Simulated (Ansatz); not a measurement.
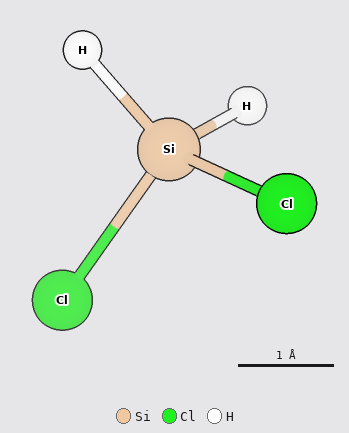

Fig. 1: The structure as given in the input (ball-and-stick view, seen at a tilt). Bond lengths as drawn: Cl–Si 2.04 Å and H–Si 1.48 Å.

**Run report: SiH2Cl2, single-point calculation**

System: SiH2Cl2.
Method: RKS PBE-QIDH (frozen core)/def2-TZVPP (Ansatz 0.2.0).

The geometry comes from this level: PBE0-D4/def2-TZVP.

## The program's output
```
Functional definition: PBE-QIDH
  name "PBE-QIDH"
  cite "Brémond, Sancho-García, Pérez-Jiménez & Adamo, J. Chem. Phys. 141, 031101 (2014) doi:10.1063/1.4890314"
  cite "Perdew, Burke & Ernzerhof, Phys. Rev. Lett. 77, 3865 (1996) doi:10.1103/PhysRevLett.77.3865"
  parameter a = 3^(-1/3)
  parameter c = 1/3
  exchange = (1 - a)*pbe_x + a*exact_x
  correlation = (1 - c)*pbe_c + c*(mp2_os + mp2_ss)
895 factors; integrals over basis functions are off by at most 6.4e-4 eV
mean field evaluation 1: about -32935.0844 eV, gradient 1.3e1 eV
mean field evaluation 2: about -32935.2393 eV, gradient 1.3e1 eV
mean field evaluation 4: about -32935.7530 eV, gradient 1.6e0 eV
mean field evaluation 8: about -32935.7625 eV, gradient 6.9e-2 eV
mean field evaluation 16: about -32935.7625 eV, gradient 4.8e-6 eV
mean field -32935.76250891 eV, -1210.3669475407 hartree, gradient 5.1e-6 eV, S^2 0.000000; 0 other end points of the search recorded, 0 dependent functions left out
15 core orbitals not correlated: weight in the atoms' cores, before any rotation towards them, 1.000 or more for the frozen orbitals, at most 0.000 for the correlated occupied ones
reference -32935.76252015 eV, -1210.3669479538 hartree; 10, 10 occupied and 129, 129 virtual orbitals, 895 factors
second order -15.39282959 eV of doubles, -0.00000000 eV of singles
Total energy: -32940.89346335 eV, -1210.5555066385 hartree
```

This output came from the following input.

## Input file
```yaml
crystal:
  periodic: [false, false, false]
  atoms:
    - {symbol: Si, position_ang: [-0.613667, -2.195448, -0.933847]}
    - {symbol: Cl, position_ang: [0.512430, -2.079866, 0.763752]}
    - {symbol: H, position_ang: [0.168623, -2.899059, -1.968205]}
    - {symbol: H, position_ang: [-1.879605, -2.881025, -0.610824]}
    - {symbol: Cl, position_ang: [-1.047827, -0.321644, -1.613978]}
basis:
  gaussian: {orbitals: def2-TZVPP}
hamiltonian: {xc: {name: PBE-QIDH}}
```

Launched with:
```bash
ansatz run in.yaml --threads 4 --pin off --events-out ev --progress --plain --max-ram 9574MiB
```

## Summary

| quantity | value |
| --- | --- |
| outcome | converged |
| total energy | −32940.8935 eV |
| mean-field energy | −32935.7625 eV |
| SCF solution under orbital rotations | stable |
| hardware | 4 threads of Arm Neoverse V1, 23 GiB of memory available, shared host |
| wall time | 1.8 s (CPU time 6.6 s) |
| peak memory | 0.48 GiB |
